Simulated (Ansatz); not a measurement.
## Electronic structure of CHF2GaO in real space

| atom | x (Å) | y (Å) | z (Å) |
| --- | --- | --- | --- |
| C | -0.2195 | 0.7288 | -1.4392 |
| F | -1.2411 | 0.7473 | -0.5005 |
| F | 0.5778 | -0.3445 | -1.0677 |
| Ga | 1.3861 | 2.6057 | 0.0610 |
| O | 0.4664 | 1.8606 | -1.4186 |
| H | -0.6634 | 0.4927 | -2.4085 |

Geometry: B3LYP-D3(BJ)/6-311G**.

The calculation used isolated molecule in a Gaussian basis; Kohn-Sham density functional theory, functional PBE0 (Ansatz 0.2.0).

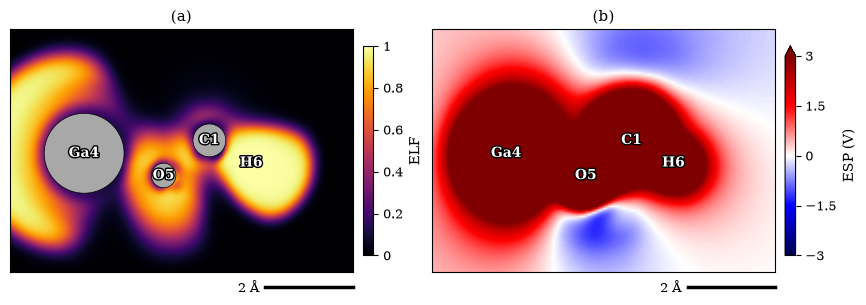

Figure 1. (a) electron localisation function; (b) electrostatic potential on the plane of atoms O5, C1 and H6. Grey discs cover the atomic cores in the ELF map.

Describe what can be read from this map.

The section cuts through C, Ga, O and H sites.
C–O (1.32 Å): the ELF peaks at about 0.90 between the atoms, as expected for a polar covalent bond.
Ga–O (1.89 Å): the ELF peaks at about 0.85 in the valence shell of O, 0.6 Å from its nucleus, and is about 0.25 at the midpoint.
C–H (1.09 Å): the ELF climbs to about 1 towards the hydrogen, as it does in any bond to H: a covalent bond by its length.
The ELF also peaks beside O5, away from the bonds: lone-pair regions.
Outside the dense part of the molecule the potential is most negative (−1.3 V) near O5.

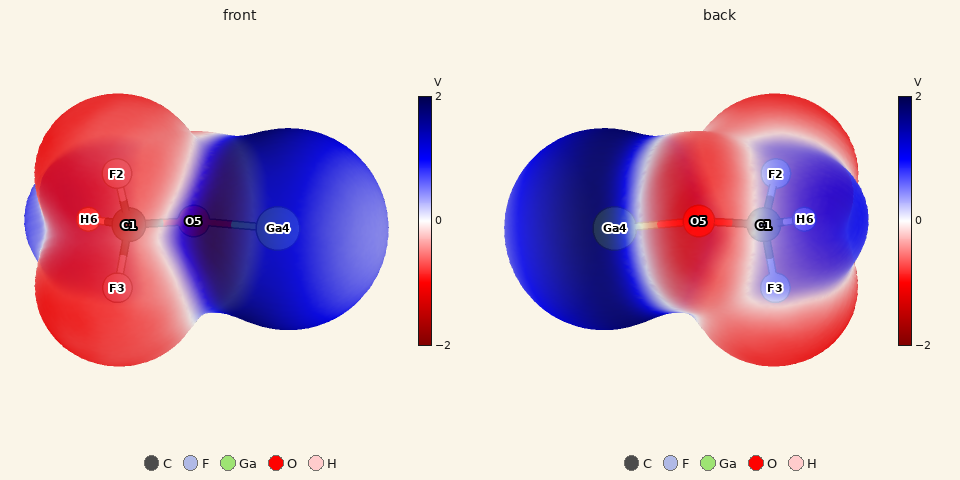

Figure 2. The electrostatic potential painted on the density surface at 0.002 e/bohr³, seen from the front and from behind; red is negative and blue positive.

Where is the surface potential most negative and most positive?

The most negative region (about −1.0 V) lies over F2, F3 and O5, the most positive (about +2.0 V) over Ga4.

What dipole moment does the calculation give?

Its dipole moment is 2.31 D.
